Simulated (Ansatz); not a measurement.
**Nudged elastic band of C2H11SbSi2 (part 1 of 2)**

C2H11SbSi2, computed with RHF/def2-SVP (Ansatz 0.2.0).

One setting was made poor on purpose. It belongs to a series of runs on one base structure; here: band between the two ends. Figures and captions count atoms from 1; the log counts them from 0 in places.

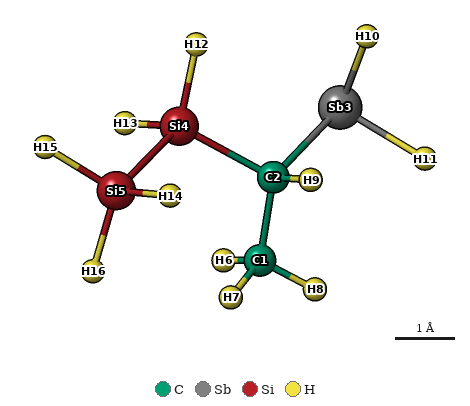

**Figure 1.** The input geometry (ball-and-stick view, seen at a tilt; atoms are numbered from 1 in the order of the input). Sticks mark near contacts. Bond lengths as drawn: C–C 1.54 Å, C–H 1.09 Å, C–Sb 2.21 Å, C–Si 1.90 Å, H–Sb 1.70 to 1.71 Å, H–Si 1.48 to 1.49 Å and Si–Si 2.38 Å.

## The input
```yaml
crystal:
  periodic: [false, false, false]
  atoms:
    - { symbol: C, position_ang: [-0.814539, -1.452046, -0.578627] }
    - { symbol: C, position_ang: [0.467921, -0.649646, -0.297948] }
    - { symbol: Sb, position_ang: [2.012115, -1.135765, -1.797503] }
    - { symbol: Si, position_ang: [0.167845, 1.2225, -0.18346] }
    - { symbol: Si, position_ang: [-1.240306, 1.791378, 1.643024] }
    - { symbol: H, position_ang: [-1.266397, -1.174525, -1.534456] }
    - { symbol: H, position_ang: [-1.568655, -1.284465, 0.195349] }
    - { symbol: H, position_ang: [-0.624194, -2.52728, -0.606366] }
    - { symbol: H, position_ang: [0.893741, -0.967724, 0.656351] }
    - { symbol: H, position_ang: [3.315311, -0.506106, -0.901222] }
    - { symbol: H, position_ang: [2.259895, -2.722681, -1.224995] }
    - { symbol: H, position_ang: [1.463591, 1.9326, -0.018699] }
    - { symbol: H, position_ang: [-0.454004, 1.708252, -1.444617] }
    - { symbol: H, position_ang: [-0.649901, 1.295401, 2.913079] }
    - { symbol: H, position_ang: [-1.399353, 3.264496, 1.737007] }
    - { symbol: H, position_ang: [-2.585871, 1.18311, 1.487483] }
basis:
  gaussian: { orbitals: def2-SVP }
hamiltonian:
  xc: hf
neb:
  order_check: false
  images: 5
  f_tol: 0.2
  max_iterations: 60
  final_atoms:
    - { symbol: C, position_ang: [-0.81095322, -1.44464883, -0.59675609] }
    - { symbol: C, position_ang: [0.47050807, -0.63711013, -0.32419289] }
    - { symbol: Sb, position_ang: [1.98007005, -1.07395816, -1.87329482] }
    - { symbol: Si, position_ang: [0.15695375, 1.22784215, -0.15000195] }
    - { symbol: Si, position_ang: [-1.22640662, 1.74103734, 1.71146715] }
    - { symbol: H, position_ang: [-0.6100105, -2.51705108, -0.64712984] }
    - { symbol: H, position_ang: [-1.28153908, -1.1539309, -1.53905541] }
    - { symbol: H, position_ang: [-1.55348146, -1.29828719, 0.19230185] }
    - { symbol: H, position_ang: [0.92075204, -0.9775407, 0.61142988] }
    - { symbol: H, position_ang: [3.30335782, -0.47102848, -0.98934219] }
    - { symbol: H, position_ang: [2.23897291, -2.67443902, -1.34904035] }
    - { symbol: H, position_ang: [1.44868194, 1.94401424, 0.02003954] }
    - { symbol: H, position_ang: [-0.48531234, 1.74692622, -1.38730574] }
    - { symbol: H, position_ang: [-0.62625524, 1.20117542, 2.95878628] }
    - { symbol: H, position_ang: [-1.367416, 3.21210741, 1.85226205] }
    - { symbol: H, position_ang: [-2.58072314, 1.15239071, 1.55423252] }
  initial_path:
    images:
      - { positions_ang: [[-0.814539, -1.452046, -0.578627], [0.467921, -0.649646, -0.297948], [2.012115, -1.135765, -1.797503], [0.167845, 1.2225, -0.18346], [-1.240306, 1.791378, 1.643024], [-1.266397, -1.174525, -1.534456], [-1.568655, -1.284465, 0.195349], [-0.624194, -2.52728, -0.606366], [0.893741, -0.967724, 0.656351], [3.315311, -0.506106, -0.901222], [2.259895, -2.722681, -1.224995], [1.463591, 1.9326, -0.018699], [-0.454004, 1.708252, -1.444617], [-0.649901, 1.295401, 2.913079], [-1.399353, 3.264496, 1.737007], [-2.585871, 1.18311, 1.487483]] }
      - { positions_ang: [[-0.81206199, -1.44431715, -0.57086754], [0.45697345, -0.64553009, -0.2901959], [1.9543852, -1.08934574, -1.82177485], [0.18259277, 1.22250771, -0.17203672], [-1.20615373, 1.74572142, 1.63358307], [-1.07854882, -1.4270229, -1.55497597], [-1.60405905, -1.09530263, -0.0915768], [-0.74647735, -2.40158573, -0.34319772], [0.88749964, -0.97145639, 0.67961678], [3.27268057, -0.45417432, -0.88600374], [2.22119432, -2.69501105, -1.23841368], [1.458139, 1.92436917, -0.00286431], [-0.4940517, 1.71146965, -1.4229501], [-0.6023546, 1.25110038, 2.89637431], [-1.37508687, 3.20959564, 1.741001], [-2.53747185, 1.13648103, 1.48868218]] }
      - { positions_ang: [[-0.80958498, -1.43658831, -0.56310809], [0.44602591, -0.64141418, -0.2824438], [1.89665541, -1.04292649, -1.84604671], [0.19734054, 1.22251543, -0.16061344], [-1.17200147, 1.70006484, 1.62414214], [-0.89070064, -1.67952081, -1.57549594], [-1.6394631, -0.90614025, -0.37850261], [-0.86876069, -2.27589145, -0.08002944], [0.88125828, -0.97518877, 0.70288256], [3.23005014, -0.40224264, -0.87078548], [2.18249365, -2.66734109, -1.25183235], [1.45268699, 1.91613834, 0.01297039], [-0.53409941, 1.7146873, -1.4012832], [-0.5548082, 1.20679976, 2.87966961], [-1.35082074, 3.15469527, 1.744995], [-2.4890727, 1.08985206, 1.48988136]] }
      - { positions_ang: [[-0.80710796, -1.42885946, -0.55534863], [0.43507836, -0.63729827, -0.2746917], [1.83892561, -0.99650723, -1.87031856], [0.2120883, 1.22252314, -0.14919016], [-1.1378492, 1.65440826, 1.61470121], [-0.70285245, -1.93201871, -1.5960159], [-1.67486715, -0.71697788, -0.66542841], [-0.99104404, -2.15019718, 0.18313885], [0.87501692, -0.97892116, 0.72614835], [3.18741972, -0.35031096, -0.85556722], [2.14379297, -2.63967114, -1.26525103], [1.44723499, 1.9079075, 0.02880508], [-0.57414711, 1.71790495, -1.3796163], [-0.5072618, 1.16249914, 2.86296492], [-1.32655461, 3.09979491, 1.74898899], [-2.44067355, 1.04322308, 1.49108054]] }
      - { positions_ang: [[-0.80838972, -1.43412258, -0.56915112], [0.44688827, -0.63723556, -0.2911921], [1.88597376, -1.02232421, -1.87131065], [0.19371012, 1.22429615, -0.14946076], [-1.16736834, 1.68328462, 1.64695652], [-0.67190513, -2.1270295, -1.27972055], [-1.54375779, -0.86262889, -0.95663741], [-1.17852318, -1.86622718, 0.18619318], [0.89026196, -0.97846101, 0.68790886], [3.22606575, -0.39055013, -0.90015888], [2.17551962, -2.65126043, -1.2931808], [1.4477173, 1.91994308, 0.02588324], [-0.54453552, 1.7275787, -1.38217945], [-0.54692628, 1.17539123, 2.89490537], [-1.34017507, 3.13723241, 1.78341335], [-2.48735674, 1.07961229, 1.5121312]] }
      - { positions_ang: [[-0.80967147, -1.4393857, -0.5829536], [0.45869817, -0.63717284, -0.30769249], [1.93302191, -1.04814118, -1.87230273], [0.17533193, 1.22606915, -0.14973136], [-1.19688748, 1.71216098, 1.67921184], [-0.64095781, -2.32204029, -0.9634252], [-1.41264843, -1.00827989, -1.24784641], [-1.36600232, -1.58225719, 0.18924752], [0.905507, -0.97800085, 0.64966937], [3.26471179, -0.43078931, -0.94475054], [2.20724626, -2.66284973, -1.32111058], [1.44819962, 1.93197866, 0.02296139], [-0.51492393, 1.73725246, -1.38474259], [-0.58659076, 1.18828333, 2.92684582], [-1.35379553, 3.17466991, 1.8178377], [-2.53403994, 1.1160015, 1.53318186]] }
      - { positions_ang: [[-0.81095322, -1.44464883, -0.59675609], [0.47050807, -0.63711013, -0.32419289], [1.98007005, -1.07395816, -1.87329482], [0.15695375, 1.22784215, -0.15000195], [-1.22640662, 1.74103734, 1.71146715], [-0.6100105, -2.51705108, -0.64712984], [-1.28153908, -1.1539309, -1.53905541], [-1.55348146, -1.29828719, 0.19230185], [0.92075204, -0.9775407, 0.61142988], [3.30335782, -0.47102848, -0.98934219], [2.23897291, -2.67443902, -1.34904035], [1.44868194, 1.94401424, 0.02003954], [-0.48531234, 1.74692622, -1.38730574], [-0.62625524, 1.20117542, 2.95878628], [-1.367416, 3.21210741, 1.85226205], [-2.58072314, 1.15239071, 1.55423252]] }
```

Launched with:
```bash
ansatz run input.yaml --threads 2 --pin off --max-ram 3072MiB --backend cpu --events-out ev --progress --plain --runs-dir out
```

## What the program printed
```
Engine: ansatz 0.2.0, aarch64-unknown-linux-gnu
Functional definition: HF
  exchange = exact_x
  correlation = 0
1655 factors; integrals over basis functions are off by at most 3.4e-4 eV
mean field evaluation 1: about -24459.8362 eV, gradient 2.6e1 eV
mean field evaluation 2: about -24459.9367 eV, gradient 2.6e1 eV
mean field evaluation 4: about -24462.6022 eV, gradient 4.2e0 eV
mean field evaluation 8: about -24462.6690 eV, gradient 2.0e-1 eV
mean field -24462.66929625 eV, -898.9865152444 hartree, gradient 1.9e-5 eV, S^2 0.000000; 0 other end points of the search recorded, 0 dependent functions left out
the calculation of the forces begins
reference -24462.66929625 eV, -898.9865152444 hartree; 37, 37 occupied and 108, 108 virtual orbitals, 1655 factors
1655 factors; integrals over basis functions are off by at most 8.4e-4 eV
mean field evaluation 16: about -24462.6028 eV, gradient 4.2e0 eV
mean field -24462.66964193 eV, -898.9865279478 hartree, gradient 1.9e-5 eV, S^2 0.000000; 0 other end points of the search recorded, 0 dependent functions left out
[... from here on the field's lines of each further geometry are left out, up to the last ...]
NEB iter   1: max|band force component| = 6.634e0 eV/Å  barrier→ = 1.2192 eV  barrier← = 1.2195 eV  Δτ_max = 0.2000 Å  (226 SCF iters)
NEB iter   2: max|band force component| = 1.935e0 eV/Å  barrier→ = 0.3719 eV  barrier← = 0.3723 eV  Δτ_max = 0.2000 Å  (156 SCF iters)
NEB iter   3: max|band force component| = 9.958e-1 eV/Å  barrier→ = 0.1751 eV  barrier← = 0.1755 eV  Δτ_max = 0.1185 Å  (151 SCF iters)
NEB iter   4: max|band force component| = 3.231e-1 eV/Å  barrier→ = 0.1353 eV  barrier← = 0.1356 eV  CI = image 3  Δτ_max = 0.0164 Å  (155 SCF iters)
the calculation of the forces begins
reference -24462.63896139 eV, -898.9854004590 hartree; 37, 37 occupied and 108, 108 virtual orbitals, 1655 factors
1655 factors; integrals over basis functions are off by at most 4.6e-4 eV
mean field evaluation 288: about -24462.5371 eV, gradient 1.9e-5 eV
mean field -24462.53714461 eV, -898.9816587611 hartree, gradient 3.0e-5 eV, S^2 0.000000; 1 other end points of the search recorded, 0 dependent functions left out
the calculation of the forces begins
reference -24462.53714461 eV, -898.9816587611 hartree; 37, 37 occupied and 108, 108 virtual orbitals, 1655 factors
NEB iter   5: max|band force component| = 6.517e-2 eV/Å  barrier→ = 0.1322 eV  barrier← = 0.1325 eV  CI = image 3  Δτ_max = 0.0000 Å  (318 SCF iters)
```

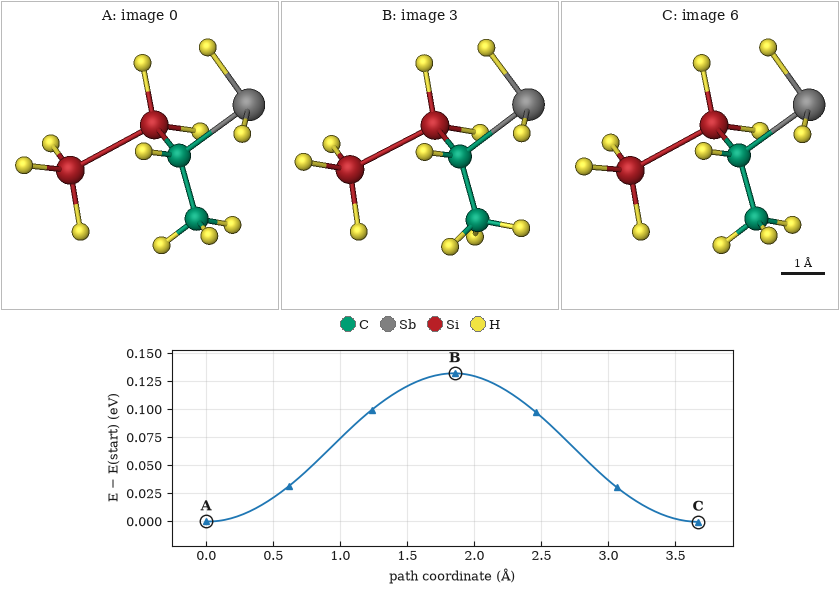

**Figure 2.** Images of the last band (counted from 0; ball-and-stick, seen at a tilt) above the energy along the path; the line is a cubic interpolation that uses the forces. The highest image is number 3, 0.132 eV above the start and 0.132 eV above the end (the climbing image); start and end have the same energy. The path is 3.67 Å long. The band converged in 5 iterations.
